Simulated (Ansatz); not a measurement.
## Electronic structure of C4H5FSi in real space

```xyz
11

C     0.8308   -0.9261    1.3889
C     0.5364   -0.3670    0.0463
C     0.6656    0.8175   -0.5084
C    -0.0779    1.6832   -1.2222
Si   -1.0689    0.1621   -0.8682
F    -2.2706    0.2153    0.1676
H     1.5605   -0.3184    1.9288
H    -0.0848   -0.9657    1.9882
H     1.2112   -1.9471    1.3200
H     0.2394    2.1552   -2.1432
H    -1.4763   -0.5657   -2.0770
```

Geometry: PBE0-D4/def2-TZVP.

All numbers below come from RKS PBE0-D4/def2-TZVPP (Ansatz).

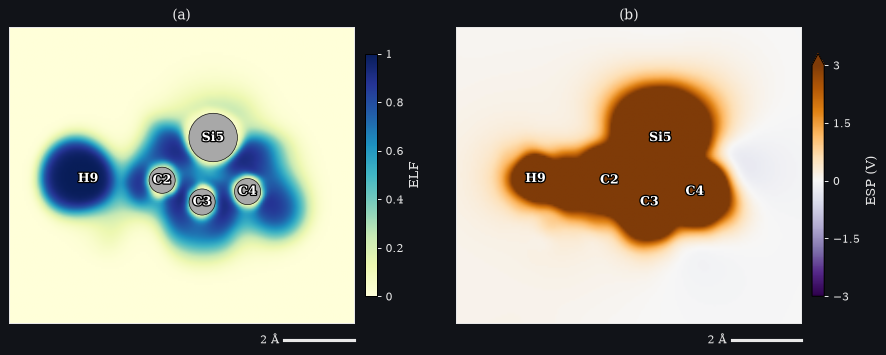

Figure 1. (a) ELF; (b) molecular electrostatic potential on the plane of atoms C2, Si5 and C4. Grey discs cover the atomic cores in the ELF map.

### Describe what can be read from this map.

- Atoms in the plane: C, Si and H.
- C–C (1.31 Å): the ELF peaks at about 0.85 between the atoms: a multiple bond.
- C–Si (1.85 Å): the ELF peaks at about 0.85 between the atoms: a covalent bond.
- C–Si (1.92 Å): the ELF peaks at about 0.80 between the atoms; a covalent bond.
- The potential has no marked negative region in this plane.

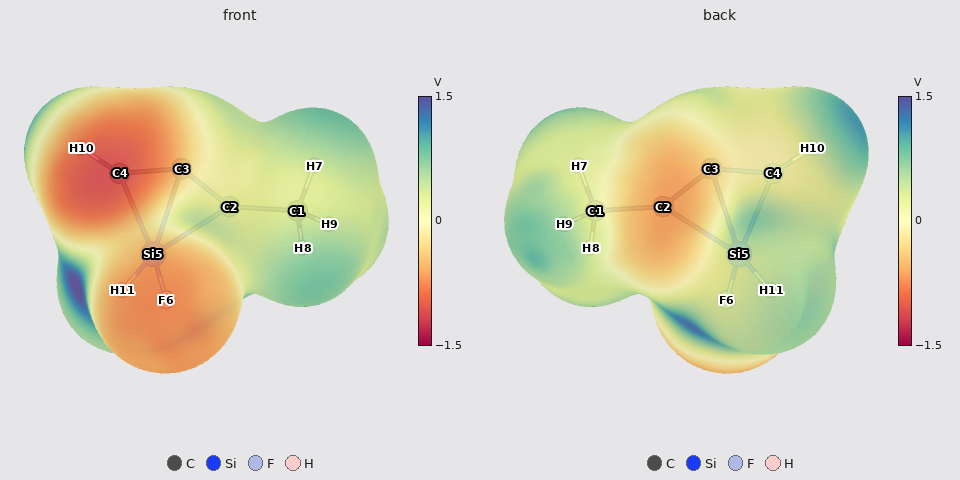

Figure 2. The molecular electrostatic potential painted on the density surface at 0.002 e/bohr³, seen from the front and from behind; red is negative and blue positive.

### Which sites attract a positive test charge, and which a negative one?

A positive charge is drawn to the negative regions and a negative charge to the positive ones. The most negative region (about −1.1 V) lies over C4, the most positive (about +1.4 V) over Si5.

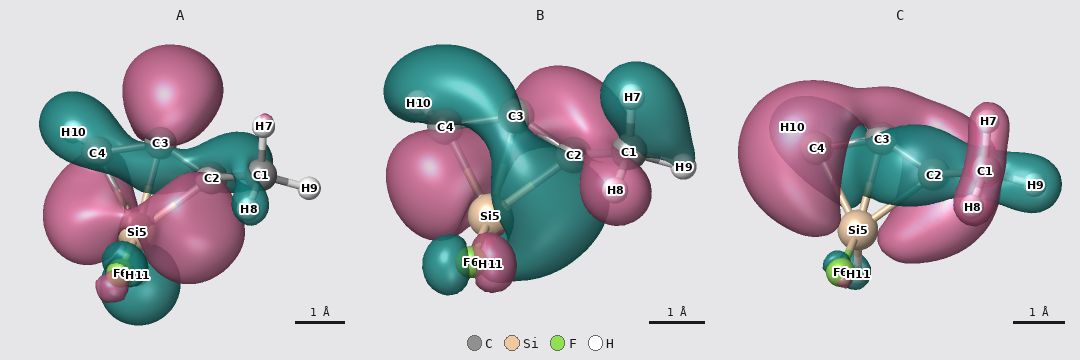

Figure 3. Three frontier orbitals at ±0.08 Å⁻³ᐟ² (teal and pink are the two phases), in no order.

### Order the three orbitals by energy and name them.

B is the HOMO−1 (−8.45 eV). By Hirshfeld shares it lies mainly on C4 (about 25 %), C2 (about 20 %), Si5 (about 20 %), C3 (about 15 %) and C1 (about 5 %). C is the HOMO (−6.08 eV). Its weight (Hirshfeld) is mainly on C4 (about 35 %), C2 (about 30 %) and C3 (about 10 %). A is the LUMO (−1.77 eV). Its weight (Hirshfeld) is mainly on C3 (about 35 %), Si5 (about 15 %), C4 (about 15 %) and C2 (about 15 %).

### What is the HOMO–LUMO gap?

4.31 eV between the orbital energies.
